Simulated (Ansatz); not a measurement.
**HS− (hydrosulfide) at 6 levels**

We compute a comparison of 6 runs (PBE/3-21G, B2PLYP/cc-pVDZ, MP2/cc-pVDZ, CCSDT/3-21G, BCCD(T)/cc-pVDZ, CCSDT/cc-pVDZ) of HS− (hydrosulfide). 

The results are computed with Ansatz 0.2.0.

3 further runs of the same task are left out: 2 that didn't finish, 1 set aside as unsound or not needed.

## (1) The structure to begin with

The species is HS− (2 atoms), meant as a singlet with charge -1. SMILES: `[SH-]`. The H2–S1 distance was set to 2.019 Å, away from the relaxed value.

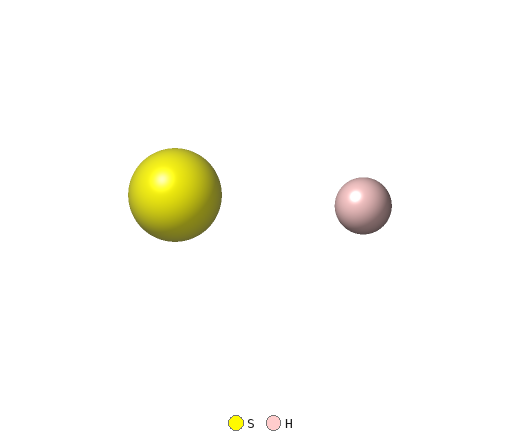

The structure, seen from a chosen angle (sulfur yellow, hydrogen pink).

## (2) A single-point energy at PBE/3-21G (run 1)

Input file run.yaml:

```yaml
crystal:
  periodic: [false, false, false]
  atoms:
    - {symbol: S, position_ang: [1.149442, -0.375814, 0.591022]}
    - {symbol: H, position_ang: [-0.574700, 0.187900, -0.295500]}
basis:
  gaussian:
    orbitals: 3-21G.json
total_charge: -1
hamiltonian:
  xc: {name: PBE}
accuracy: high
```

The basis set 3-21G is read from a file made from the Basis Set Exchange's data (not shown).

Command:

```sh
ansatz run run.yaml --threads 1 --pin off --max-ram 2610MiB --events-out events.jsonl --progress --plain --runs-dir runs
```

The log of the run:

```text
Warning: RAYON_NUM_THREADS=1 ignored (pool sized by the plan → 1); use --threads N
Functional definition: PBE
  name "PBE"
  parameter kappa = 0.804
  parameter beta = 0.06672455060314922
  exchange = pbe_x(kappa = kappa, mu = beta*pi^2/3)
  correlation = pbe_c(beta = beta)
265 factors; integrals over basis functions are off by at most 3.6e-9 eV
mean field evaluation 1: about -10790.6762 eV, gradient 1.7e1 eV
mean field evaluation 2: about -10785.7872 eV, gradient 3.6e1 eV
mean field evaluation 4: about -10791.7027 eV, gradient 5.3e-1 eV
mean field evaluation 8: about -10791.7021 eV, gradient 1.7e-3 eV
mean field evaluation 16: about -10791.7021 eV, gradient 1.3e-8 eV
mean field -10791.70210226 eV, -396.5877373798 hartree, gradient 9.3e-9 eV, S^2 0.000000; 0 other end points of the search recorded, 0 dependent functions left out
reference -10791.70210382 eV, -396.5877374368 hartree; 9, 9 occupied and 6, 6 virtual orbitals, 265 factors
Total energy: -10791.70210382 eV, -396.5877374368 hartree
```

It took 0.32 s on 1 thread of Arm Neoverse V2, shared host.

## (3) The energy at B2PLYP/cc-pVDZ (run 2)

Input file in.yaml:

```yaml
crystal:
  periodic: [false, false, false]
  atoms:
    - symbol: S
      position_ang: [1.149442, -0.375814, 0.591022]
    - symbol: H
      position_ang: [-0.574700, 0.187900, -0.295500]
basis:
  gaussian:
    orbitals: cc-pVDZ
total_charge: -1
hamiltonian:
  xc: {name: B2PLYP}
correlation:
  frozen_orbitals: {H: 0, S: 5}
accuracy: high
```

Command:

```sh
ansatz run in.yaml --threads 1 --pin off --max-ram 2610MiB --events-out events.jsonl --progress --plain --runs-dir runs
```

The log of the run (excerpt; [...] marks lines left out):

```text
Warning: RAYON_NUM_THREADS=1 ignored (pool sized by the plan → 1); use --threads N
Functional definition: B2PLYP
  name "B2PLYP"
[...]
405 factors; integrals over basis functions are off by at most 3.0e-9 eV
[...]
mean field -10844.72005680 eV, -398.5361112722 hartree, gradient 5.7e-8 eV, S^2 0.000000; 0 other end points of the search recorded, 0 dependent functions left out
5 core orbitals not correlated: weight in the atoms' cores, before any rotation towards them, 1.000 or more for the frozen orbitals, at most 0.000 for the correlated occupied ones
reference -10844.72007361 eV, -398.5361118898 hartree; 4, 4 occupied and 14, 14 virtual orbitals, 405 factors
second order -4.84696217 eV of doubles, -0.00000000 eV of singles
Total energy: -10846.02875339 eV, -398.5842049849 hartree
```

Run time: 0.64 s. Hardware: 1 thread of Arm Neoverse V2, shared host.

Run 3 isn't shown in full; the table further down has it.

## (4) The energy at CCSDT/3-21G (run 4)

Input file in.yaml:

```yaml
basis:
  gaussian:
    orbitals: 3-21G.json
crystal:
  periodic: [false, false, false]
  atoms:
    - {symbol: S, position_ang: [1.149442, -0.375814, 0.591022]}
    - {symbol: H, position_ang: [-0.574700, 0.187900, -0.295500]}
correlation:
  method: ccsdt
  frozen_orbitals: {H: 0, S: 5}
scf:
  omitted_lower_state_checks: [cluster_reference, increment]
accuracy: high
total_charge: -1
```

The basis set 3-21G is read from a file made from the Basis Set Exchange's data (not shown).

Command:

```sh
ansatz run in.yaml --threads 1 --pin off --max-ram 2610MiB --events-out events.jsonl --progress --plain --runs-dir runs
```

The log of the run (excerpt; [...] marks lines left out):

```text
Warning: RAYON_NUM_THREADS=1 ignored (pool sized by the plan → 1); use --threads N
Functional definition: HF
  name "HF"
[...]
265 factors; integrals over basis functions are off by at most 3.6e-9 eV
[...]
mean field -10777.89643348 eV, -396.0803884098 hartree, gradient 9.0e-9 eV, S^2 0.000000; 0 other end points of the search recorded, 0 dependent functions left out; unrestricted orbitals would lower it
5 core orbitals not correlated: weight in the atoms' cores, before any rotation towards them, 1.000 or more for the frozen orbitals, at most 0.000 for the correlated occupied ones
reference -10777.89643348 eV, -396.0803884098 hartree; 4, 4 occupied and 6, 6 virtual orbitals, 265 factors
second order -1.68603229 eV of doubles, -0.00000000 eV of singles
cycle   1  -2.00432206 eV  change   -3.2e-1 eV  update   7.1e-2
[...]
cycle  23  -2.30243806 eV  change  -5.0e-10 eV  update  1.4e-10
Total energy: -10780.19887155 eV, -396.1650014481 hartree
Checks for a lower state left out: cluster_reference, increment
```

Run time: 0.22 s. Hardware: 1 thread of Arm Neoverse V2, shared host.

Run 5 isn't shown in full; the table further down has it.

## (5) A single-point energy at CCSDT/cc-pVDZ (run 6)

Input file job.yaml:

```yaml
basis:
  gaussian:
    orbitals: cc-pVDZ
crystal:
  periodic: [false, false, false]
  atoms:
    - {symbol: S, position_ang: [1.149442, -0.375814, 0.591022]}
    - {symbol: H, position_ang: [-0.574700, 0.187900, -0.295500]}
correlation:
  method: ccsdt
  frozen_orbitals: {H: 0, S: 5}
accuracy: high
total_charge: -1
scf:
  omitted_lower_state_checks: [cluster_reference, increment]
```

Command:

```sh
ansatz run job.yaml --threads 1 --pin off --max-ram 2610MiB --events-out events.jsonl --progress --plain --runs-dir runs
```

The log of the run (excerpt; [...] marks lines left out):

```text
Warning: RAYON_NUM_THREADS=1 ignored (pool sized by the plan → 1); use --threads N
[... 2 set-up lines as earlier in the session ...]
[...]
405 factors; integrals over basis functions are off by at most 3.0e-9 eV
[...]
mean field -10830.94407366 eV, -398.0298532293 hartree, gradient 2.5e-8 eV, S^2 0.000000; 0 other end points of the search recorded, 0 dependent functions left out; unrestricted orbitals would lower it
5 core orbitals not correlated: weight in the atoms' cores, before any rotation towards them, 1.000 or more for the frozen orbitals, at most 0.000 for the correlated occupied ones
reference -10830.94407366 eV, -398.0298532293 hartree; 4, 4 occupied and 14, 14 virtual orbitals, 405 factors
second order -3.79614512 eV of doubles, -0.00000000 eV of singles
cycle   1  -4.24773002 eV  change   -4.5e-1 eV  update   7.8e-2
[...]
cycle  22  -4.64550352 eV  change  -2.7e-10 eV  update  3.6e-10
Total energy: -10835.58957718 eV, -398.2005723349 hartree
Checks for a lower state left out: cluster_reference, increment
```

Wall time 0.48 s (1 thread of Arm Neoverse V2, shared host).

## (6) Overview of the runs

```
run            level  frozen core orbitals  energy (Eh)  wall time
  1        PBE/3-21G                     –  -396.587737     0.32 s
  2   B2PLYP/cc-pVDZ                     5  -398.584205     0.64 s
  3      MP2/cc-pVDZ                     5  -398.169359     0.18 s
  4      CCSDT/3-21G                     5  -396.165001     0.22 s
  5  BCCD(T)/cc-pVDZ                     5  -398.199935      0.3 s
  6    CCSDT/cc-pVDZ                     5  -398.200572     0.48 s
```

## (7) What came out

| quantity | value |
| --- | --- |
| run 6: total energy | -398.20057 Eh |
| run 6: correlation energy (5 core orbitals frozen) | -170.7 mEh |
| run 6: T1 diagnostic | 0.019 |

What this shows: Totals of different functionals can't be ranked against each other. In runs 3, 4, 5, 6 the log says that unrestricted orbitals would lower the reference, so the values rest on an unstable closed-shell determinant (other closed-shell runs at this shape may share the fault). All runs together took 2.1 s, the longest 0.64 s.
